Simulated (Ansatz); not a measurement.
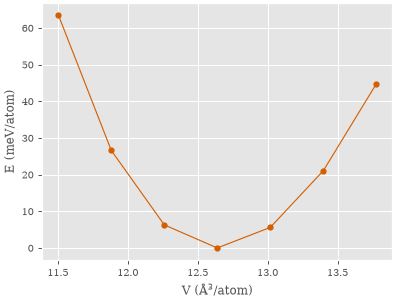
Figure: BeAu in space group P2_13 (No. 198; Be on 4a, Au on 4a) under volume change, plane-wave PAW PBEsol (Ansatz code), shape and atoms relaxed at each volume.

**Question.** What does a third-order Birch–Murnaghan fit give for V₀, B₀ and B′?

**Answer.** V₀ = 12.64 Å³/atom, B₀ = 166 GPa, B′ = 4.8.

The first step of the workflow began from a Materials Project structure, measured or hypothetical; the Crystallography Open Database files this formula in space group No. 198, but the cells were not matched. Its standing as an ambient phase is unchecked. Symmetry was held in the PBEsol relaxation; whether a distortion lowers the energy is not shown. Scalar-relativistic: spin–orbit coupling is off unless named, which matters more the heavier the elements.

Potentials: the later of the program's two PAW sets.
